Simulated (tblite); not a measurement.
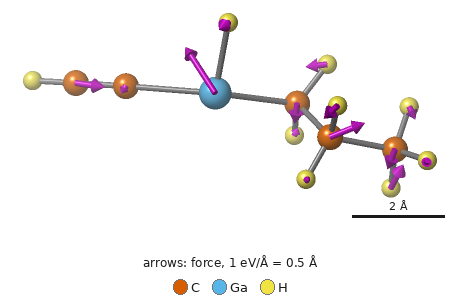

Starting geometry of C5H9Ga with the computed forces as purple arrows. A ball-and-stick model, seen from a free direction.

All numbers below come from GFN2-xTB geometry optimisation, gas phase (tblite 0.8.0). 

What follows when this structure is relaxed?

Answer. It isn't relaxed: the largest force vector, on the Ga atom, is 2.79 eV/Å. The final displacements have little in common with the starting forces (cosine between the two patterns 0.25). Over 145 geometry steps the energy falls by 28.7 kcal/mol. The atom that moves furthest after the best rigid fit is an H atom (1.64 Å). By element the largest moves are H 1.64 Å, C 0.40 Å, Ga 0.19 Å. Near-neighbour distances that change, for instance: C–Ga 2.171 → 1.971 Å, Ga–H 1.675 → 1.584 Å, C–H 1.139 → 1.089 Å, C–C 1.520 → 1.533 Å. Bond angles that change, for instance: C–Ga–H 97.1° → 119.9°, Ga–C–H 122.9° → 111.3°, Ga–C–C 96.9° → 107.0°. Cost: 0.72 s on 1 thread of Intel(R) Xeon(R) Platinum 8488C (shared host).
